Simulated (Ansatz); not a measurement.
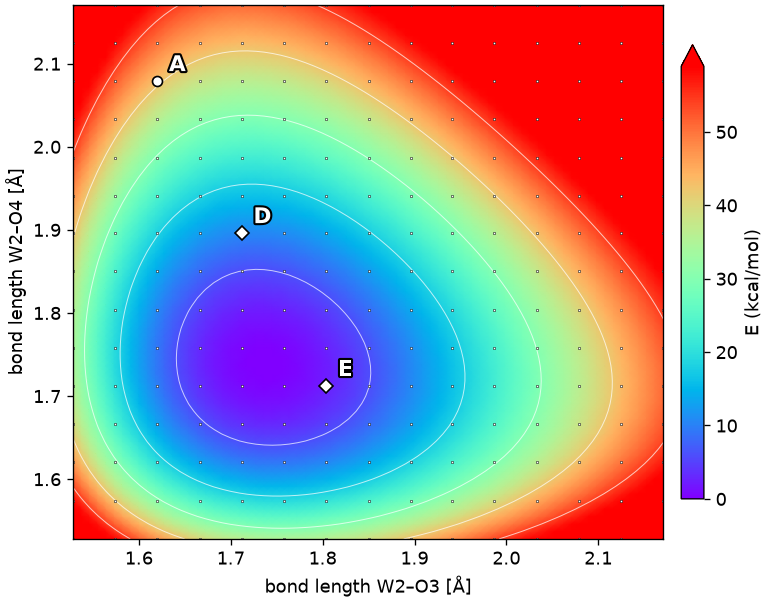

O3W, SMILES [O]=[W](=[O])=[O]. 
- First axis: bond length W2–O3. Second axis: bond length W2–O4.
- Nothing is relaxed (all other coordinates rigid).
- The scan uses a 15 × 15 grid; 120 points were computed and 105 follow by symmetry.
- Points are written as (first, second).
- Energies are in kcal/mol, from the relaxed molecule at the same level.
- All numbers below come from RKS PBE-D4/def2-TZVP (Ansatz).

The picture shows a smooth colour map with a few white contour lines, dots at the grid points, one colour for all values above the top of the scale, lettered points. Between grid points the surface is interpolated.

Rank the lettered points by energy, lowest first.

E (2.4 kcal/mol), D (11 kcal/mol), A (43 kcal/mol).

What kind of point is each of A, D, E: minimum, saddle, maximum or slope?

A: on a slope; D: on a slope; E: on a slope. (In these two coordinates alone; a stationary point may lie a little off the grid point.)
